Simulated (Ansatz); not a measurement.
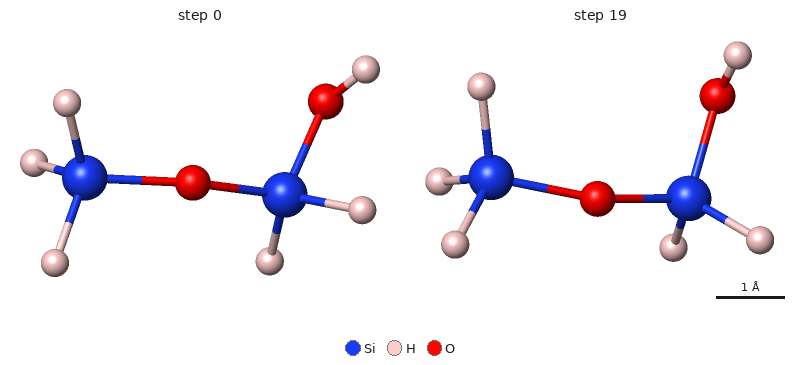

The structure of Si2H6O2 before (left) and after (right) a relaxation, at one scale.

Style: ball-and-stick. Shown at a tilt.

The run prepares an end point of a later path (reaction) calculation, from a guessed geometry.

Theory: RHF/6-31G* (Ansatz).

The input:
```yaml
crystal:
  periodic: [false, false, false]
  atoms:
    - { symbol: Si, position_ang: [0.032413, -0.38917, 0.247861] }
    - { symbol: H, position_ang: [0.480314, -0.25108, 1.61569] }
    - { symbol: O, position_ang: [1.526508, -0.12355, -0.388681] }
    - { symbol: H, position_ang: [2.09462, 0.417379, 0.139149] }
    - { symbol: O, position_ang: [-1.089484, 0.710072, -0.142897] }
    - { symbol: Si, position_ang: [-2.293168, 1.419982, -0.990703] }
    - { symbol: H, position_ang: [-3.582329, 1.160595, -0.327106] }
    - { symbol: H, position_ang: [-2.057191, 2.871239, -1.043308] }
    - { symbol: H, position_ang: [-2.34208, 0.883102, -2.362321] }
    - { symbol: H, position_ang: [-0.442603, -1.71777, -0.142483] }
basis:
  gaussian: { orbitals: "6-31G*" }
hamiltonian:
  xc: hf
relax:
  f_tol: 0.03
  max_steps: 50
```

Launched with:
```bash
ansatz run input.yaml --threads 1 --pin off --max-ram 2048MiB --backend cpu --events-out ev --progress --plain --runs-dir out
```

What changed between the two?

Over 17 accepted moves (19 points after the start) the energy falls by 23.6 kJ/mol. Largest force component: 1.1 eV/Å at the start, 0.021 eV/Å at the end. The line search rejected the trial steps at points 7, 8 of the run. The forces were under the threshold at step 13, but the run went on from there. The atom that moves furthest after the best rigid fit is H4 (0.54 Å). By element the largest moves are H 0.54 Å, O 0.25 Å, Si 0.10 Å. Among the contacts that change: Si1–H2 1.446 → 1.471 Å, Si1–O5 1.619 → 1.628 Å, Si1–O3 1.646 → 1.640 Å. Among the angles between lasting bonds that change: H2–Si1–O3 94.0° → 110.5°, H2–Si1–O5 112.2° → 106.9°, Si1–O5–Si6 158.5° → 153.6°. Groups turn about O5–Si6 by about 50°, Si1–O5 by about 25°, Si1–O3 by about 25°. Cost: 36 s on 1 thread of Arm Neoverse V1 (shared host), peak memory 0.14 GiB.

Limits of the set-up: Hartree-Fock leaves out electron correlation.
